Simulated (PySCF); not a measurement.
## Electronic structure of C₅H₁₁NOSi₂ in real space

The calculation's input:

```
{"job": {"kind": "nmr", "xc": "PBE0", "basis": "pcSseg-1"}, "charge": 0, "multiplicity": 1}
C      3.829820     1.341162     0.800053
C      2.701425     0.691450     0.151750
C      1.775738     0.134294    -0.403733
C      0.634331    -0.528620    -1.016206
C     -0.500464     0.469810    -1.374784
Si    -1.417972     0.867169     0.233780
N     -0.694305     2.204643     1.026223
O     -1.243930    -0.633560     1.000967
Si    -0.169633    -1.692406     0.283749
H      3.503233     2.196648     1.412300
H      4.363944     0.643770     1.464885
H      4.552917     1.720601     0.060761
H      0.965872    -1.092278    -1.905637
H     -1.208608    -0.016515    -2.068014
H     -0.106304     1.362480    -1.884743
H     -2.873398     1.145774     0.112584
H     -1.115538     2.603385     1.857516
H      0.319744     2.235129     1.073972
H      0.807011    -2.238060     1.265722
H     -0.897797    -2.816093    -0.382928
```

Launched as:

```sh
OMP_NUM_THREADS=1 python probes_run.py task.json out
```

Geometry: PBE0-D3(BJ)/def2-SVP.

These are results of PySCF 2.14.0, PBE0/pcSseg-1, SCF density, gas phase, non-relativistic, not measurements.

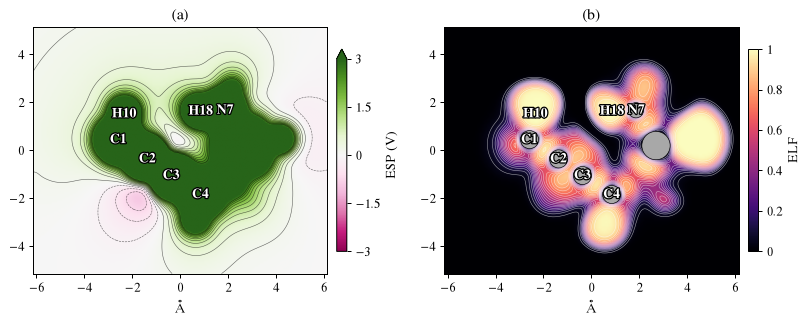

Figure 1. (a) electrostatic potential; (b) electron localisation function on the plane of atoms C2, C1 and H10. Grey discs cover the atomic cores in the ELF map.

Interpret the plot.

The plane passes through C, N and H nuclei.
C–C (1.21 Å): the ELF peaks at about 0.80 between the atoms: a short, multiple covalent bond.
N–H (1.02 Å): the ELF climbs to about 1 towards the hydrogen, as it does in any bond to H: an ordinary covalent bond to hydrogen.
C–H (1.10 Å): the ELF climbs to about 1 towards the hydrogen: an ordinary covalent bond to hydrogen.
Outside the dense part of the molecule the potential is most negative (−0.9 V) near C2.

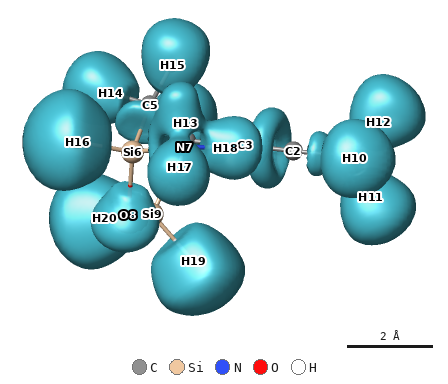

Figure 2. Isosurface of the ELF at 0.8 (cyan), seen from one side. Only the valence region is drawn (cores and ρ < 0.01 e/Å³ removed).

Identify the bonds, lone pairs and shells in this picture.

At this value the surface marks out four regions between bonded C–C atoms (shared pairs), two regions between bonded C–Si atoms (shared pairs), nine regions around hydrogen nuclei, one region wrapped around O (its lone pairs, merged into a ring or cap) and one joined region spread over several atoms (H, N), in which their bonds and any lone pairs are merged.


 Si–O (1.67 Å): the ELF peaks at about 0.85 between the atoms: a shared but strongly polarised pair.

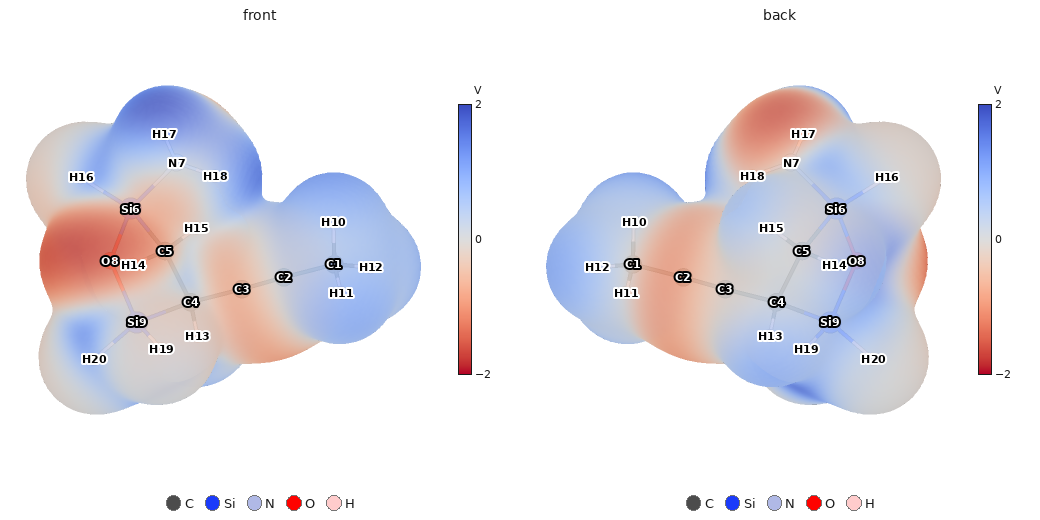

Figure 3. The electrostatic potential painted on the density surface at 0.002 e/bohr³, seen from the front and from behind; red is negative and blue positive.

Describe the electrostatic potential map.

The most negative region (about −1.5 V) lies over O8, the most positive (about +1.6 V) over H17. O8 is the likeliest acceptor of a hydrogen bond.

How polar is the molecule by this calculation?

Its dipole moment is 1.80 D.
